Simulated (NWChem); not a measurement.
# One shape, several levels: SiPH5O (SMILES O[SiH2]P)

Aim: a comparison of 6 runs (PBE0/def2-SVP, TPSS/6-311+G**, wB97X/cc-pVDZ, TPSS/6-311G**, B3LYP/def2-TZVP, MP2/def2-SVPD) of SiPH5O. 

The calculation is run with NWChem 7.3.0.

1 further run of the same task is left out (set aside as unsound or not needed).

## (1) The molecule

SiPH5O has 8 atoms, charge 0, and is taken as a singlet. As SMILES, `O[SiH2]P`. The coordinates come from a GFN2-xTB relaxation. This is one conformer, not always the lowest.

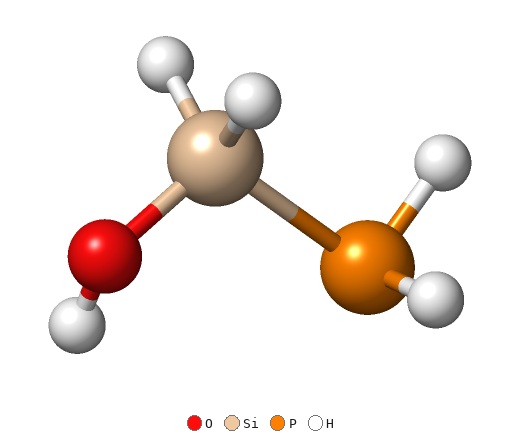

Viewed from a chosen angle; oxygen red, silicon light orange, phosphorus orange, hydrogen white.

## (2) Energy and gradient at PBE0/def2-SVP (run 1)

The input, job.nw:

```
start job
title "H5OPSi gradient"
memory stack 880 mb heap 220 mb global 1100 mb

geometry units atomic noautosym nocenter noautoz
   O  -3.17872721  1.10074657 -0.78317810
   Si -0.27435044  1.26466141  0.19252530
   P   1.66849589 -2.41387946 -0.66369071
   H  -3.63779838  0.29275637 -2.32733000
   H   1.12389572  3.23717644 -1.15946036
   H  -0.60488244  1.84664037  2.86280280
   H   3.96564696 -1.70251096  0.34725607
   H   0.93771990 -3.62560965  1.53107500
end

basis spherical bse
   O library def2-SVP
   Si library def2-SVP
   P library def2-SVP
   H library def2-SVP
end

dft
   xc pbe0
   grid xfine
   convergence energy 1e-08
   iterations 100
   mulliken
   print low
end

task dft gradient
```

Launch:

```console
$ nwchem job.nw > job.out
```

What it wrote:

```text
[...]
 d= 0,ls=0.0,diis     1   -708.4511308610 -8.64D+02  1.37D-02  5.14D-01     5.0
[...]
 d= 0,ls=0.0,diis     8   -708.5091805979 -4.82D-09  3.26D-06  2.87D-08    27.0
         Total DFT energy =     -708.509180597934
      One electron energy =    -1289.596510092869
           Coulomb energy =      479.820869334500
    Exchange-Corr. energy =      -54.362164844256
 Nuclear repulsion energy =      155.628625004690
[...]
                         DFT ENERGY GRADIENTS
    atom               coordinates                        gradient
                 x          y          z           x          y          z
   1 O      -3.178727   1.100747  -0.783178    0.027374   0.000036   0.003768
   2 Si     -0.274350   1.264661   0.192525   -0.009651   0.006269  -0.000872
   3 P       1.668496  -2.413879  -0.663691    0.008089   0.000914   0.023620
   4 H      -3.637798   0.292756  -2.327330   -0.000446   0.002118   0.006338
   5 H       1.123896   3.237176  -1.159460   -0.008686  -0.008235   0.003279
   6 H      -0.604882   1.846640   2.862803   -0.004643  -0.003988  -0.012872
   7 H       3.965647  -1.702511   0.347256   -0.020211  -0.007099  -0.006483
   8 H       0.937720  -3.625610   1.531075    0.008173   0.009985  -0.016778
 Task  times  cpu:       32.3s     wall:       32.3s
 Total times  cpu:       32.3s     wall:       32.3s
```

It took 33 s on 1 thread of Intel Xeon Platinum 8488C (Sapphire Rapids), shared host; peak memory 0.14 GiB.

## (3) Energy and gradient at TPSS/6-311+G(d,p) (run 2)

The input, h5opsi.xyz:

```xyz
8
H5OPSi
O     -1.682110     0.582490    -0.414440
Si    -0.145180     0.669230     0.101880
P      0.882930    -1.277370    -0.351210
H     -1.925040     0.154920    -1.231570
H      0.594740     1.713040    -0.613560
H     -0.320090     0.977200     1.514930
H      2.098530    -0.900930     0.183760
H      0.496220    -1.918590     0.810210
```

The input, run.py:

```python
from ase.io import read
from ase.calculators.nwchem import NWChem

mol = read('h5opsi.xyz')

calc = NWChem(
    label='h5opsi',
    theory='dft',
    memory='2200 mb',
    basis='6-311+G**',
    basispar='spherical bse',
    dft={'xc': 'xtpss03 ctpss03', 'mult': '1', 'grid': 'fine', 'convergence': 'energy 1e-08', 'iterations': '100', 'mulliken': None, 'print': 'low'},
)
mol.calc = calc

forces = mol.get_forces()
print(f"energy = {mol.get_potential_energy():.6f} eV")
print("forces (eV/A):")
for s, f in zip(mol.symbols, forces):
    print(f"{s:2s} {f[0]:10.5f} {f[1]:10.5f} {f[2]:10.5f}")
```

Launch:

```console
$ export ASE_NWCHEM_COMMAND="nwchem PREFIX.nwi > PREFIX.nwo"
$ python run.py
```

What it wrote:

```text
energy = -19298.472868 eV
forces (eV/A):
O    -1.47211    0.09179   -0.06592
Si    0.82718   -0.10290    0.23217
P    -0.30468   -0.16003   -1.06670
H    -0.12933   -0.20013   -0.53649
H     0.33157    0.34191   -0.11678
H     0.18101    0.18116    0.51617
H     0.94303    0.31763    0.28148
H    -0.37672   -0.46943    0.75606
```

The calculator wrote h5opsi.nwi:

```
title "h5opsi"

permanent_dir h5opsi

scratch_dir h5opsi

start h5opsi

geometry units angstrom nocenter noautosym noautoz
  O  -1.6821100000000000e+00 5.8248999999999995e-01 -4.1443999999999998e-01
  Si -1.4518000000000000e-01 6.6922999999999999e-01 1.0188000000000000e-01
  P  8.8292999999999999e-01 -1.2773699999999999e+00 -3.5121000000000002e-01
  H  -1.9250400000000001e+00 1.5492000000000000e-01 -1.2315700000000001e+00
  H  5.9474000000000005e-01 1.7130399999999999e+00 -6.1355999999999999e-01
  H  -3.2008999999999999e-01 9.7719999999999996e-01 1.5149300000000001e+00
  H  2.0985299999999998e+00 -9.0093000000000001e-01 1.8376000000000001e-01
  H  4.9621999999999999e-01 -1.9185900000000000e+00 8.1020999999999999e-01
end

memory 2200 mb

basis spherical bse noprint
   * library 6-311+G**
end

dft
  xc xtpss03 ctpss03
  mult 1
  grid fine
  convergence energy 1e-08
  iterations 100
  mulliken
  print low
end

task dft gradient
```

h5opsi.nwo:

```text
Northwest Computational Chemistry Package (NWChem) 7.3.0
             --------------------------------------------------------

           Job information
           ---------------

    nwchem branch   = 7.3.0
    use scalapack   = T
    input           = h5opsi.nwi
    prefix          = h5opsi.
    data base       = h5opsi/h5opsi.db
    status          = startup
    nproc           =        1

           Memory information
           ------------------

[... 5 lines left out ...]
    hardfail = no
[... 39 lines left out ...]
            Nuclear Dipole moment (a.u.)
[... 90 lines left out ...]
         Total DFT energy =     -709.205802704487
[... 1 line left out ...]
           Coulomb energy =      479.993497632561
[... 1 line left out ...]
 Nuclear repulsion energy =      155.628636161466
[... 29 lines left out ...]
                         DFT ENERGY GRADIENTS

    atom               coordinates                        gradient
                 x          y          z           x          y          z
   1 O      -3.178727   1.100746  -0.783178    0.028628  -0.001785   0.001282
   2 Si     -0.274350   1.264661   0.192525   -0.016086   0.002001  -0.004515
   3 P       1.668496  -2.413879  -0.663691    0.005925   0.003112   0.020744
[... 4 lines of this table left out ...]
   8 H       0.937720  -3.625609   1.531075    0.007326   0.009129  -0.014703

 Task  times  cpu:       40.8s     wall:       40.8s
 Total times  cpu:       40.8s     wall:       40.8s
```

It took 42 s on 1 thread of Intel Xeon Platinum 8488C (Sapphire Rapids), shared host; peak memory 0.13 GiB.

Runs 3 to 4 aren't shown in full; the table further down has their settings and results.

## (4) Energy and gradient at B3LYP/def2-TZVP (run 5)

The input, mymol.xyz:

```xyz
8
H5OPSi
O     -1.682110     0.582490    -0.414440
Si    -0.145180     0.669230     0.101880
P      0.882930    -1.277370    -0.351210
H     -1.925040     0.154920    -1.231570
H      0.594740     1.713040    -0.613560
H     -0.320090     0.977200     1.514930
H      2.098530    -0.900930     0.183760
H      0.496220    -1.918590     0.810210
```

The input, mymol.nw:

```
start mymol
title "H5OPSi"
memory total 2200 mb
geometry noautosym nocenter noautoz
   load mymol.xyz
end
basis "ao basis" spherical bse
   * library def2-TZVP
end
dft
   xc b3lyp
   grid fine
   convergence energy 1e-08
   iterations 100
   mulliken
end
task dft gradient
```

Launch:

```console
$ nwchem mymol.nw > mymol.out
```

What it wrote:

```text
[...]
          Wavefunction type:  closed shell.
          No. of atoms     :     8
          No. of electrons :    42
[...]
          Charge           :     0
          Spin multiplicity:     1
[...]
          AO basis - number of functions:   135
[...]
              XC Information
              --------------
                         B3LYP Method XC Potential
                     Hartree-Fock (Exact) Exchange  0.200
                        Slater Exchange Functional  0.800 local
                    Becke 1988 Exchange Functional  0.720 non-local
              Lee-Yang-Parr Correlation Functional  0.810
                  VWN I RPA Correlation Functional  0.190 local
[...]
 d= 0,ls=0.0,diis     1   -709.1450167216 -8.65D+02  5.88D-03  1.05D+00     4.9
[...]
 d= 0,ls=0.0,diis     8   -709.2147763569 -4.18D-09  3.23D-06  4.55D-07    33.6
         Total DFT energy =     -709.214776356940
      One electron energy =    -1290.275678189896
           Coulomb energy =      480.212967442743
    Exchange-Corr. energy =      -54.780701771254
 Nuclear repulsion energy =      155.628636161467
[...]
  wavefunction    = closed shell
[...]
```

It took 57 s on 1 thread of Intel Xeon Platinum 8488C (Sapphire Rapids), shared host; peak memory 0.14 GiB.

## (5) Energy and forces at MP2/def2-SVPD (run 6)

The input, m1.nw:

```
start m1
title "H5OPSi"
memory stack 880 mb heap 220 mb global 1100 mb

geometry units angstroms noautosym nocenter noautoz
   O       -1.682110       0.582490      -0.414440
   Si      -0.145180       0.669230       0.101880
   P        0.882930      -1.277370      -0.351210
   H       -1.925040       0.154920      -1.231570
   H        0.594740       1.713040      -0.613560
   H       -0.320090       0.977200       1.514930
   H        2.098530      -0.900930       0.183760
   H        0.496220      -1.918590       0.810210
end

basis spherical bse
   * library def2-SVPD
end

scf
   thresh 1e-08
   maxiter 80
   noprint "final vectors analysis"
end

mp2
   freeze core 11
   tight
end

task mp2 gradient
```

Launch:

```console
$ nwchem m1.nw > m1.out
```

What it wrote:

```text
[...]
  functions       =   111
[...]
  wavefunction    = RHF
[...]
         Total SCF energy =   -707.236095143859
      One-electron energy =  -1289.003355324517
      Two-electron energy =    426.138624019192
 Nuclear repulsion energy =    155.628636161466
        Time for solution =     20.9s
[...]
          Total MP2 energy          -707.669644046830
[...]
                         mp2 ENERGY GRADIENTS
    atom               coordinates                        gradient
                 x          y          z           x          y          z
   1 O      -3.178727   1.100746  -0.783178    0.039992  -0.000399   0.006959
   2 Si     -0.274350   1.264661   0.192525   -0.027097   0.001190  -0.008157
   3 P       1.668496  -2.413879  -0.663691    0.005811   0.002204   0.018852
   4 H      -3.637798   0.292756  -2.327330    0.001647   0.003156   0.008526
   5 H       1.123896   3.237176  -1.159460   -0.005864  -0.005708   0.001653
   6 H      -0.604882   1.846640   2.862803   -0.004288  -0.003134  -0.009188
   7 H       3.965647  -1.702511   0.347256   -0.017690  -0.006233  -0.004909
   8 H       0.937720  -3.625609   1.531075    0.007490   0.008923  -0.013736
[...]
```

Run time: 55 s. Hardware: 1 thread of Intel Xeon Platinum 8488C (Sapphire Rapids), shared host; peak memory 0.37 GiB.

## (6) All runs side by side

| run | level | integration grid | iteration cap | energy (Eh) | largest force (eV/Å) | wall time |
| --- | --- | --- | --- | --- | --- | --- |
| 1 | PBE0/def2-SVP | xfine | 100 | -708.509181 | 1.421 | 33 s |
| 2 | TPSS/6-311+G** | fine | 100 | -709.205803 | 1.476 | 42 s |
| 3 | wB97X/cc-pVDZ | xfine | 100 | -709.069748 | 2.069 | 1.8 min |
| 4 | TPSS/6-311G** | fine | 100 | -709.201297 | 1.409 | 32 s |
| 5 | B3LYP/def2-TZVP | fine | 100 | -709.214776 | 0.964 | 57 s |
| 6 | MP2/def2-SVPD | – | 80 | -707.669644 | 2.087 | 55 s |

## (7) Outcome

```
                                                      quantity          value
                                           run 6: total energy  -707.66964 Eh
run 6: dipole moment (of the density that the program reports)         0.59 D
           run 6: correlation energy (11 core orbitals frozen)     -433.5 mEh
                               run 6: largest force on an atom     2.087 eV/Å
```

What this shows: Over runs 4, 5, 6 the dipole moment (its size) runs from 0.44 D (TPSS/6-311G**) to 0.62 D (B3LYP/def2-TZVP). The two ends differ in method and basis. Totals of different functionals can't be ranked against each other. All runs together took 5.5 min, the longest 1.8 min.
